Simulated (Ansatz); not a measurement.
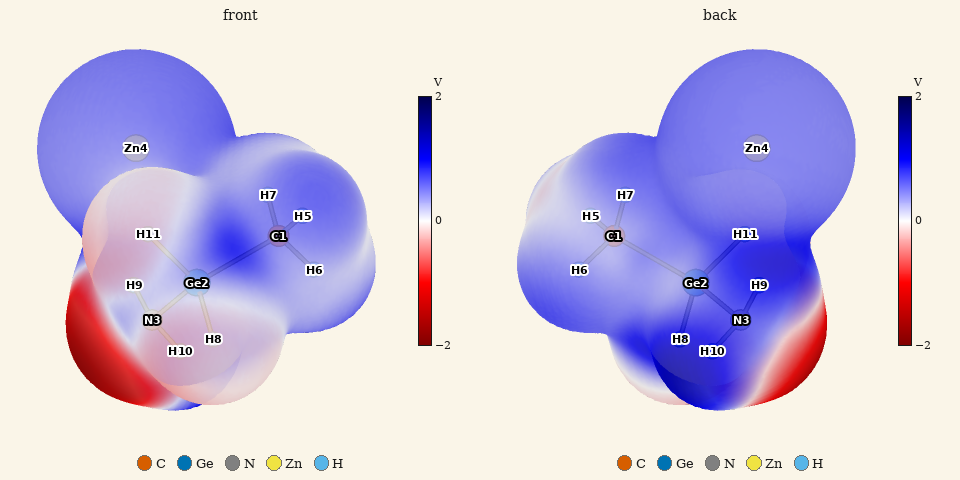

Figure 1: CH$_{7}$GeNZn. The electrostatic potential painted on the density surface at 0.002 e/bohr³, seen from the front and from behind; the colour scale runs from red (negative) to blue (positive).

At this geometry the atoms fall into two loosely joined parts.

Theory: Ansatz, RKS r2SCAN/def2-SVP.

Input

```
crystal:
  periodic: [false, false, false]
  atoms:
    - { symbol: C, position_ang: [-0.5549, 1.12, -0.6422] }
    - { symbol: Ge, position_ang: [-0.2859, -0.4267, 0.4196] }
    - { symbol: "N", position_ang: [1.4061, -0.3514, 1.1198] }
    - { symbol: Zn, position_ang: [-0.4519, -2.6254, -1.1246] }
    - { symbol: H, position_ang: [-1.6258, 1.1163, -1.0952] }
    - { symbol: H, position_ang: [-0.5021, 2.0835, -0.0187] }
    - { symbol: H, position_ang: [0.164, 1.2106, -1.4748] }
    - { symbol: H, position_ang: [-1.2777, -0.4649, 1.5666] }
    - { symbol: H, position_ang: [2.0989, -0.2465, 0.3681] }
    - { symbol: H, position_ang: [1.5057, 0.5397, 1.6976] }
    - { symbol: H, position_ang: [-0.4111, -2.0123, -0.7956] }
basis:
  gaussian: { orbitals: def2-SVP }
hamiltonian:
  xc: r2scan
relax:
  f_tol: 0.015
  max_steps: 40
output:
  orbitals: {}
```

Run with:

```sh
ansatz run input.yaml --threads 2 --pin off --max-ram 3072MiB --backend cpu --events-out ev --progress --plain --runs-dir out
```

The fields are those of the run's last geometry, not of the input's.

### Where is the surface potential most negative and most positive?

The most negative region (about −1.8 V, or −42 kcal/mol for a unit charge) lies over N3, the most positive (about +1.4 V, or +32 kcal/mol for a unit charge) over H10. N3 is the likeliest acceptor of a hydrogen bond.
